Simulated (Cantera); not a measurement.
Feed: 1 mol SiH2Cl2, a varied amount of N2O, held at 975 K and 0.000400 bar.

These are equilibrium values from Cantera (NASA tables, ideal gas, pure condensed phases), not measurements of a reactor. Candidate condensed phases: H2O, NH4Cl, Si, SiO2, Si2N2O, Si3N4; 47 gas species. The tables' values for SiCl3 are old estimates; treat these amounts as uncertain. Equilibrium is a limit: real reactors are often held back by kinetics, nucleation or transport.

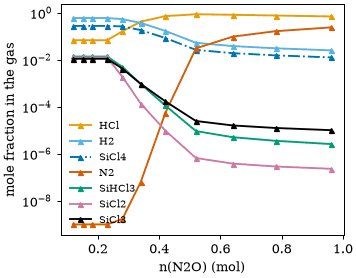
Equilibrium gas composition (values under 1e-9 drawn at 1e-9)

**Question.** Read off the mole fractions at 0.78 mol N2O.

**Answer.** HCl about 0.78, N2 about 0.17, H2 about 0.032, SiCl4 about 0.016, SiCl3 about 1.3e-5, SiHCl3 about 3.6e-6, SiCl2 about 2.9e-7.
